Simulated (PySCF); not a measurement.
**C5H9Ga: electronic excitations**

Aim: predict the electronic excitations of C5H9Ga (`CC#[C][Ga]([CH3])[CH3]`).

Computed with PySCF 2.14.0, with density-fitted response routines of our own, on a single molecule in the gas phase. Atoms count from 0, in the outputs and in this text.

### Step 1. The starting structure

15 atoms, charge 0, multiplicity 1; geometry from: GFN2-xTB.

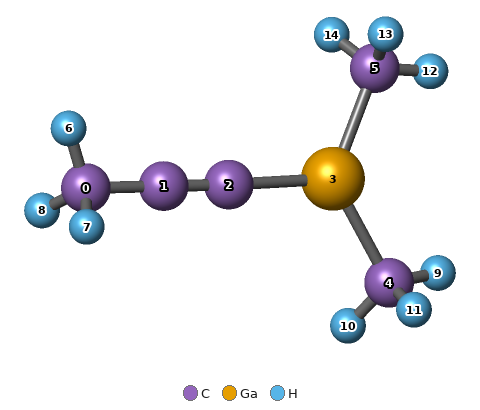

As it starts; carbon purple, gallium amber, hydrogen blue, atoms numbered; sticks join atoms by distance.

### Step 2. TDDFT and polarisability: wB97X-D/def2-SVPD

What the job is given:

```
{"job": {"kind": "uv", "xc": "wB97X-D", "basis": "def2-SVPD", "nstates": 8, "ntriplets": 3}, "charge": 0, "multiplicity": 1}
C      3.512425    -0.228767     0.416181
C      2.076258    -0.161063     0.228441
C      0.875123    -0.108352     0.072295
Ga    -1.076701     0.051103    -0.141946
C     -2.209192    -1.600520     0.221976
C     -1.788740     1.873715    -0.701792
H      3.982981     0.673254     0.024636
H      3.919766    -1.095029    -0.105308
H      3.744625    -0.315717     1.477821
H     -3.265830    -1.334098     0.316869
H     -1.893494    -2.097924     1.143058
H     -2.117471    -2.327682    -0.589613
H     -2.882209     1.880593    -0.719158
H     -1.429678     2.146481    -1.697974
H     -1.452278     2.651996    -0.011242
```

Method: TDDFT wB97X-D/def2-SVPD, vertical, gas phase, core orbitals frozen in the response.

Started as:

```
$ OMP_NUM_THREADS=1 python probes_run.py task.json out
```

One launch serves the whole session: the jobs run in the order shown.

Standard output:

```text
coarse grid: 55568 points
cycle   1  E = -2120.2983543204  dE = -1.885e-01  |g| = 5.895e-01  |ddm| = 7.822e+00
cycle   2  E = -2120.3168150719  dE = -1.846e-02  |g| = 5.887e-01  |ddm| = 3.050e+00
cycle   3  E = -2120.3681797917  dE = -5.136e-02  |g| = 6.254e-02  |ddm| = 1.367e+00
cycle   4  E = -2120.3688338760  dE = -6.541e-04  |g| = 3.022e-02  |ddm| = 1.883e-01
cycle   5  E = -2120.3690453199  dE = -2.114e-04  |g| = 1.392e-02  |ddm| = 1.917e-01
cycle   6  E = -2120.3690908295  dE = -4.551e-05  |g| = 1.882e-03  |ddm| = 2.665e-02
cycle   7  E = -2120.3690921633  dE = -1.334e-06  |g| = 4.997e-04  |ddm| = 1.450e-02
final grid: 117680 points
cycle   8  E = -2120.3691826168  dE = -1.238e-06  |g| = 5.720e-04  |ddm| = 2.686e-02
cycle   9  E = -2120.3691826641  dE = -4.724e-08  |g| = 4.826e-04  |ddm| = 4.419e-03
cycle  10  E = -2120.3691827207  dE = -5.662e-08  |g| = 1.419e-04  |ddm| = 1.190e-03
cycle  11  E = -2120.3691827263  dE = -5.562e-09  |g| = 5.172e-05  |ddm| = 4.778e-04
cycle  12  E = -2120.3691827276  dE = -1.383e-09  |g| = 1.420e-05  |ddm| = 1.669e-04
cycle  13  E = -2120.3691827278  dE = -1.764e-10  |g| = 7.320e-06  |ddm| = 4.307e-05
converged SCF energy = -2120.3691827278

Static polarisability (au): isotropic 91.204, principal 65.135 88.532 119.947

Singlet excitations
state   eV       nm        f      main configurations
  1   4.7549    260.8   0.00004   H->L 0.95
  2   5.5850    222.0   0.08361   H-1->L 0.82
  3   5.6323    220.1   0.00031   H-2->L 0.92
  4   6.3041    196.7   0.00496   H-3->L 0.98
  5   6.6301    187.0   0.00009   H-1->L+3 0.68, H-1->L+7 0.26
  6   6.7352    184.1   0.13013   H->L+1 0.87
  7   7.1116    174.3   0.03668   H-1->L+1 0.73, H-1->L+2 0.19
  8   7.2271    171.6   0.04641   H-2->L+1 0.46, H->L+2 0.44

Triplet excitations (Tamm-Dancoff, eV): 4.5685 4.6352 5.3499
```

It took 43 s on 1 thread of Arm Neoverse V2, shared host; peak memory 0.86 GiB.

The orbitals next to the gap, with their largest atomic shares:

| orbital | eV | atoms |
| --- | --- | --- |
| HOMO−3 | -10.59 | C2 23 %, Ga3 23 %, C4 17 % |
| HOMO−2 | -9.88 | C5 18 %, C4 18 %, C2 16 % |
| HOMO−1 | -9.33 | C2 42 %, C1 39 %, C0 8 % |
| HOMO | -8.92 | C1 28 %, C2 27 %, C5 10 % |
| LUMO | 0.56 | Ga3 49 %, C2 15 %, C1 9 % |
| LUMO+1 | 1.45 | Ga3 64 %, C4 5 %, C5 5 % |
| LUMO+2 | 2.49 | C0 33 %, C1 15 %, H7 8 % |

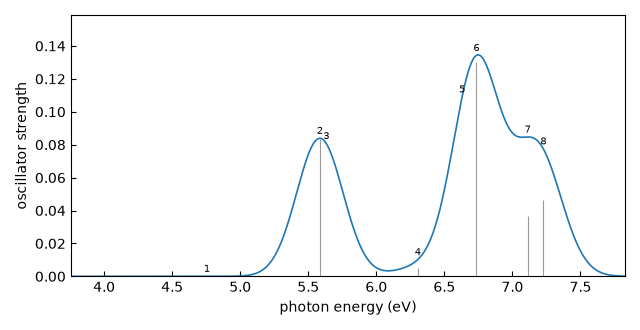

Absorption spectrum from the 8 singlet states computed; above the last one it falls off for lack of states. Lines are broadened to a width of 0.40 eV (Gaussian).

Further results of this job:

| property | computed |
| --- | --- |
| dipole moment (D) | 0.44 |
| polarisability (Å³) | 13.52 |
| HOMO–LUMO gap (eV) | 9.48 |
| −ε(HOMO) (eV) | 8.92 |

### Step 3. Results

| quantity | value |
| --- | --- |
| lowest singlet (wB97X-D/def2-SVPD) | 4.75 eV (261 nm), f = 0.000 |
| brightest single state of those computed | state 6, 6.74 eV, f = 0.130 |
| lowest triplet | 4.57 eV |

What this shows: The lowest singlet, at 4.75 eV, is HOMO→LUMO 0.95 and is dark; of the 8 states computed, the strongest absorption comes from state 6 at 6.74 eV. The lowest triplet lies 0.19 eV below the lowest singlet (triplets in Tamm-Dancoff, singlets in full TDDFT).
